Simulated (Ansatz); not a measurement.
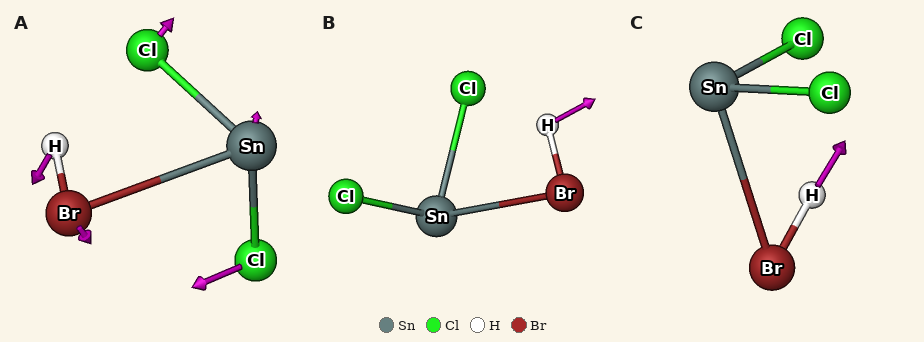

3 normal modes of one molecule or complex, as arrows. Harmonic vibrations computed with RKS PBE0-D4/def2-TZVP, core potentials on Sn (Ansatz 0.2.0) at a stationary point of the same level.

Match the panels to the wavenumbers 48 cm⁻¹, 374 cm⁻¹, 2448 cm⁻¹.

Answer. A: 48 cm⁻¹, Br–Sn–Cl bending
B: 374 cm⁻¹, H–Br–Sn bending
C: 2448 cm⁻¹, Br–H stretching
